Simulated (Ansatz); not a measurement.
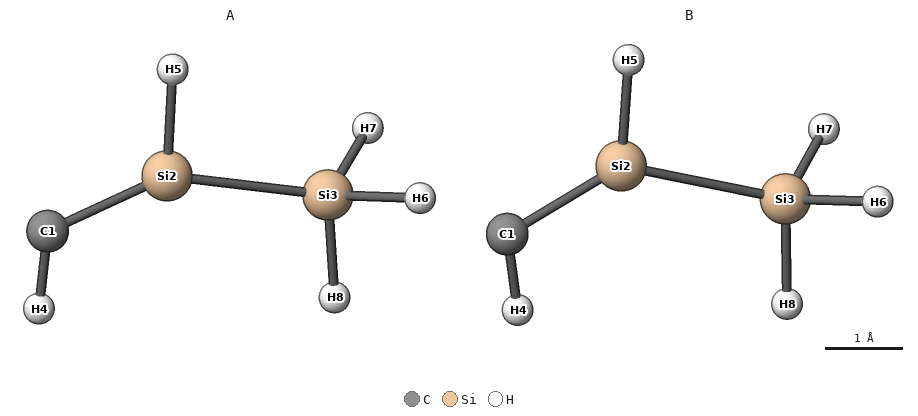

Two geometries of CH$_{5}$Si$_{2}$ (charge −1), drawn at one scale. One is the start of a relaxation, the other its converged end. A ball-and-stick model, seen at a tilt.

Theory: RKS PBE/def2-SVP (Ansatz). Set-up: no spin polarisation; force threshold 0.02 eV/Å; at most 40 steps.

> Which geometry has the lower energy?

Structure B is the relaxed one. The run prepares the start of a later molecular dynamics calculation, from a guessed geometry. The largest move after the best rigid fit is that of H4, 0.28 Å. By element the largest moves are H 0.28 Å, Si 0.17 Å, C 0.05 Å. Among the contacts that change: Si2–Si3 2.284 → 2.389 Å, Si3–H6 1.502 → 1.532 Å, Si3–H8 1.496 → 1.521 Å, C1–H4 1.113 → 1.127 Å. Among the angles between lasting bonds that change: C1–Si2–Si3 146.0° → 134.4°, C1–Si2–H5 112.1° → 120.1°, Si2–C1–H4 115.4° → 109.1°. The energy falls by 0.169 eV in 6 geometry steps. Largest force component: 1.1 eV/Å at the start, 0.003 eV/Å at the end. Cost: 23 s on 1 thread of Arm Neoverse N1 (shared host), peak memory 0.12 GiB.

Limits of the set-up: the basis has no diffuse functions, which an anion needs.
